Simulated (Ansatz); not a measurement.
# BCl2HTe: two geometries relaxed

Aim: relax the geometries before and after the shift of H5 from Te4 to B2, and see whether they are two minima and how far apart in energy. SMILES of the start: ClB(Cl)[TeH].

Program: Ansatz 0.2.0. Level of theory: RKS PBE0/def2-SVPD. These are calculated values, not measurements.

## 1. The starting structure

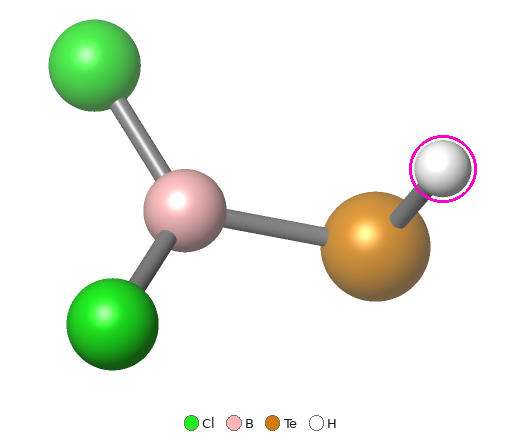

The starting structure, seen from a chosen angle (chlorine green, boron pink, tellurium orange, hydrogen white). Ringed: H5.

Coordinates:

```xyz
5

Cl    0.4381   -0.3626    2.1220
B     0.2220   -0.5160    0.2843
Cl    1.5144   -1.3675   -0.6862
Te   -1.4519    0.3464   -0.7679
H    -0.6727    1.8261   -0.9936
```

## 2. End point A

Input file input.yaml:

```yaml
crystal:
  periodic: [false, false, false]
  atoms:
    - { symbol: Cl, position_ang: [0.4381, -0.3626, 2.122] }
    - { symbol: B, position_ang: [0.222, -0.516, 0.2843] }
    - { symbol: Cl, position_ang: [1.5144, -1.3675, -0.6862] }
    - { symbol: Te, position_ang: [-1.4519, 0.3464, -0.7679] }
    - { symbol: H, position_ang: [-0.6727, 1.8261, -0.9936] }
basis:
  gaussian: { orbitals: def2-SVPD }
hamiltonian:
  xc: pbe0
relax:
  f_tol: 0.02
  max_steps: 50
output:
  orbitals: {}
```

On the command line:

```console
$ ansatz run input.yaml --threads 2 --pin off --max-ram 3072MiB --backend cpu --events-out ev --progress --plain --runs-dir out
```

What it wrote (excerpt; [...] marks lines left out):

```text
Warning: RAYON_NUM_THREADS=2 ignored (pool sized by the plan → 2); use --threads N
[...]
Functional definition: PBE0
[...]
1342 factors; integrals over basis functions are off by at most 3.0e-4 eV
[...]
mean field -33015.99522784 eV, -1213.3154455777 hartree, gradient 3.2e-5 eV, S^2 0.000000; 0 other end points of the search recorded, 0 dependent functions left out
[...]
reference -33015.99527426 eV, -1213.3154472835 hartree; 32, 32 occupied and 85, 85 virtual orbitals, 1342 factors
relax step   1: F+E_penalty+E_count = -33015.99522784 eV  Δ(F+E_penalty+E_count) = +0.000e0 eV  max|allowed force component| = 2.100e0 eV/Å  Δτ_max = 0.0000 Å  (27 SCF iters, accepted)
[...]
relax step   4: F+E_penalty+E_count = -33016.27510364 eV  Δ(F+E_penalty+E_count) = -1.266e-1 eV  max|allowed force component| = 2.756e-1 eV/Å  Δτ_max = 0.1643 Å  (30 SCF iters, accepted)
[...]
relax step   7: F+E_penalty+E_count = -33016.52292221 eV  Δ(F+E_penalty+E_count) = -1.756e-1 eV  max|allowed force component| = 6.467e-1 eV/Å  Δτ_max = 0.1995 Å  (29 SCF iters, accepted)
[...]
relax step  10: F+E_penalty+E_count = -33016.67167122 eV  Δ(F+E_penalty+E_count) = -7.377e-2 eV  max|allowed force component| = 4.777e-1 eV/Å  Δτ_max = 0.0975 Å  (30 SCF iters, accepted)
[...]
relax step  12: F+E_penalty+E_count = -33016.71682853 eV  Δ(F+E_penalty+E_count) = -9.616e-3 eV  max|allowed force component| = 7.344e-2 eV/Å  Δτ_max = 0.0797 Å  (29 SCF iters, accepted)
[...]
relax step  13: F+E_penalty+E_count = -33016.71710448 eV  Δ(F+E_penalty+E_count) = -2.760e-4 eV  max|allowed force component| = 1.207e-2 eV/Å  Δτ_max = 0.0043 Å  (32 SCF iters, accepted)
1342 factors; integrals over basis functions are off by at most 2.8e-4 eV
mean field -33016.71710448 eV, -1213.3419740549 hartree, gradient 1.1e-5 eV, S^2 0.000000; 1 other end points of the search recorded, 0 dependent functions left out
[...]
reference -33016.71714967 eV, -1213.3419757155 hartree; 32, 32 occupied and 85, 85 virtual orbitals, 1342 factors
Total energy: -33016.71714967 eV, -1213.3419757155 hartree
Atom 0 at     0.627495     0.088811     1.761880 Å, force     0.001464    -0.001579     0.000849 eV/Å
Atom 1 at     0.392179    -0.474791     0.120824 Å, force    -0.012066     0.010616    -0.011694 eV/Å
Atom 2 at     1.225627    -1.923020    -0.418643 Å, force     0.008201    -0.009495     0.003753 eV/Å
Atom 3 at    -0.877853     0.521479    -1.289614 Å, force     0.002038     0.001917     0.008592 eV/Å
Atom 4 at    -1.317547     1.713922    -0.215848 Å, force     0.000363    -0.001458    -0.001501 eV/Å
Dipole moment:    -0.156534     0.156784    -0.111176 e Å
```

It took 36 s on 2 threads of Intel Xeon Platinum 8488C (Sapphire Rapids), shared host; peak memory 0.33 GiB.

The steps of the relaxation:

| step | energy from step 1 (eV) | largest force component (eV/Å) |
| --- | --- | --- |
| 1 | 0.0000 | 2.0996 |
| 2 | -0.0362 | 1.6795 |
| 3 | -0.1533 | 1.3807 |
| 4 | -0.2799 | 0.2756 |
| 5 | -0.3061 | 0.4899 |
| 6 | -0.3521 | 1.0302 |
| 7 | -0.5277 | 0.6467 |
| 8 | -0.6027 | 0.8168 |
| 9x | -0.5627 | 0.9353 |
| 10 | -0.6764 | 0.4777 |
| 11 | -0.7120 | 0.2530 |
| 12 | -0.7216 | 0.0734 |
| 13 | -0.7219 | 0.0121 |

Step 1 is the start. 1 step was tried and not accepted (marked x).

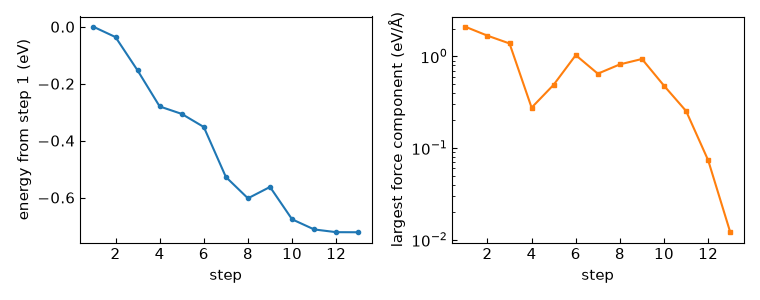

How energy and force went from step to step.

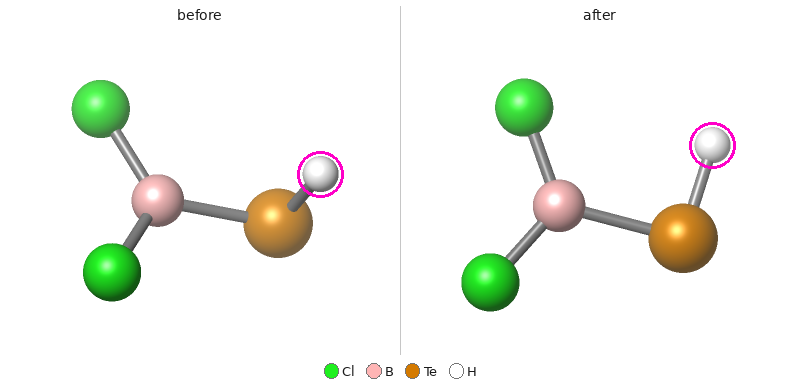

Before and after, at one scale.

After: Bond lengths: Cl1–B2 1.751 Å, B2–Cl3 1.756 Å, B2–Te4 2.144 Å, Te4–H5 1.664 Å. Angles: Cl1–B2–Cl3 119.3°, Cl1–B2–Te4 123.1°, Cl3–B2–Te4 117.5°, B2–Te4–H5 93.7°.

## 3. End point B

The second end starts from a geometry with the move made by hand.

Edit input.yaml of step 2 so:

```diff
@@ -7,3 +7,3 @@
     - { symbol: Te, position_ang: [-1.4519, 0.3464, -0.7679] }
-    - { symbol: H, position_ang: [-0.6727, 1.8261, -0.9936] }
+    - { symbol: H, position_ang: [-0.89439, -0.35973, 0.59759] }
 basis:
@@ -15,3 +15 @@
   max_steps: 50
-output:
-  orbitals: {}
```

On the command line:

```console
$ ansatz run input.yaml --threads 2 --pin off --max-ram 3072MiB --backend cpu --events-out ev --progress --plain --runs-dir out
```

What it wrote (excerpt; [...] marks lines left out):

```text
Warning: RAYON_NUM_THREADS=2 ignored (pool sized by the plan → 2); use --threads N
[...]
Functional definition: PBE0
[...]
1344 factors; integrals over basis functions are off by at most 2.4e-4 eV
[...]
mean field -33014.34707878 eV, -1213.2548772171 hartree, gradient 3.0e-5 eV, S^2 0.000000; 0 other end points of the search recorded, 0 dependent functions left out
[...]
reference -33014.34712159 eV, -1213.2548787903 hartree; 32, 32 occupied and 85, 85 virtual orbitals, 1344 factors
relax step   1: F+E_penalty+E_count = -33014.34707878 eV  Δ(F+E_penalty+E_count) = +0.000e0 eV  max|allowed force component| = 5.046e0 eV/Å  Δτ_max = 0.0000 Å  (27 SCF iters, accepted)
[...]
relax step   5: F+E_penalty+E_count = -33015.83576916 eV  Δ(F+E_penalty+E_count) = -1.959e-1 eV  max|allowed force component| = 5.898e-1 eV/Å  Δτ_max = 0.1932 Å  (29 SCF iters, accepted)
[...]
1344 factors; integrals over basis functions are off by at most 3.0e-4 eV
mean field -33016.71708290 eV, -1213.3419732618 hartree, gradient 1.1e-5 eV, S^2 0.000000; 1 other end points of the search recorded, 0 dependent functions left out
[...]
reference -33016.71712808 eV, -1213.3419749224 hartree; 32, 32 occupied and 85, 85 virtual orbitals, 1344 factors
Total energy: -33016.71712808 eV, -1213.3419749224 hartree
Atom 0 at     0.699474    -0.505708     2.034972 Å, force    -0.006822     0.002189    -0.000488 eV/Å
Atom 1 at     0.563262    -0.575554     0.290163 Å, force     0.019734    -0.003753     0.009336 eV/Å
Atom 2 at     1.996674    -0.921311    -0.664805 Å, force    -0.016297     0.002328    -0.004700 eV/Å
Atom 3 at    -1.281562    -0.258244    -0.752834 Å, force     0.003836     0.000465    -0.005699 eV/Å
Atom 4 at    -2.149637     0.001388     0.642294 Å, force    -0.000451    -0.001231     0.001551 eV/Å
Dipole moment:    -0.239592     0.045592    -0.059735 e Å
```

Wall time 46 s (2 threads of Intel Xeon Platinum 8488C (Sapphire Rapids), shared host); peak memory 0.33 GiB.

Relaxation path:

| step | energy from step 1 (eV) | largest force component (eV/Å) |
| --- | --- | --- |
| 1 | 0.0000 | 5.0458 |
| 2 | -0.6732 | 2.5817 |
| 3 | -1.0238 | 1.0829 |
| 4 | -1.2928 | 0.6870 |
| 5 | -1.4887 | 0.5898 |
| 6 | -1.6474 | 0.4715 |
| 7 | -1.7859 | 0.3069 |
| 8 | -1.8885 | 0.1953 |
| 9 | -1.9750 | 0.2662 |
| 10 | -2.0617 | 0.6271 |
| 11 | -2.1641 | 0.6165 |
| 12 | -2.2986 | 0.4672 |
| 13 | -2.3406 | 0.6940 |
| 14 | -2.3509 | 0.2853 |
| 15 | -2.3573 | 0.3563 |
| 16 | -2.3700 | 0.0266 |
| 17 | -2.3700 | 0.0197 |

Step 1 is the start.

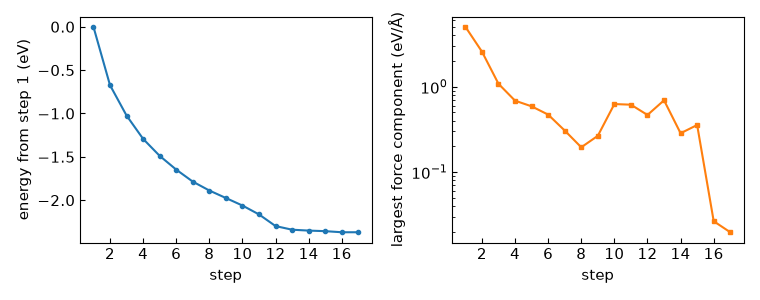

Energy and largest force along the relaxation.

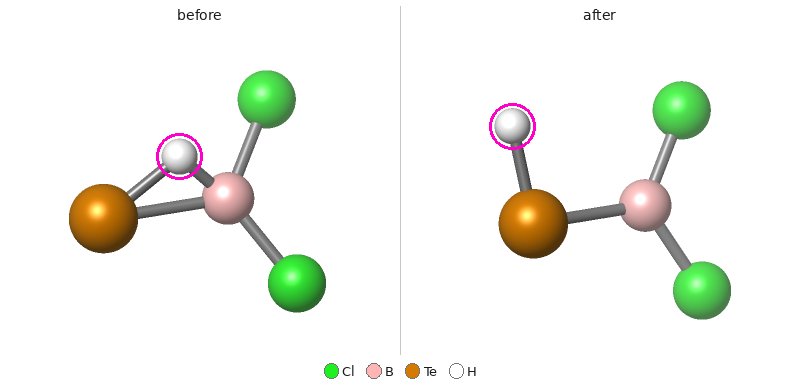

The structure before (left) and after (right), drawn at the same scale.

After: Bond lengths: Cl1–B2 1.752 Å, B2–Cl3 1.757 Å, B2–Te4 2.143 Å, Te4–H5 1.664 Å. Angles: Cl1–B2–Cl3 119.1°, Cl1–B2–Te4 123.1°, Cl3–B2–Te4 117.8°, B2–Te4–H5 93.7°.

Pairs that crossed the distance rule for bonds on the way: moved apart B2–H5.

## 4. What came out

```
                           quantity                     value
                              end A  11 moves, 0.722 eV lower
                              end B  16 moves, 2.370 eV lower
largest difference between the ends                    0.00 Å
            end B relative to end A                 +0.000 eV
```

In words: Both starts fell into the same minimum (no atom differs by more than 0.00 Å), so from this start no second minimum was found and no band was run; another arrangement could still be one.
